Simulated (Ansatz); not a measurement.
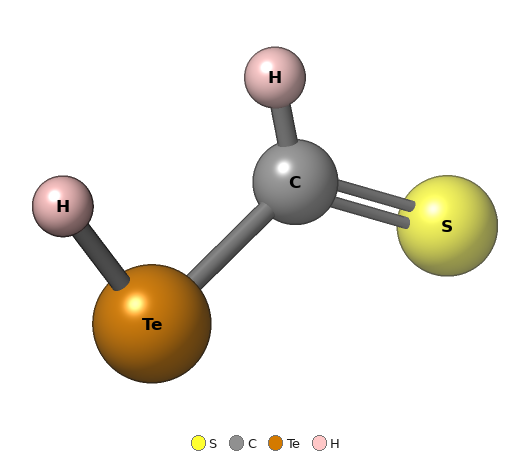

Source: calculation with Ansatz.

Orthographic view. Distant atoms are faded towards the background colour. Geometry: moved along internal coordinates away from the minimum.

Give the standard InChI.

Answer. InChI=1S/CH2STe/c2-1-3/h1H,(H,2,3)
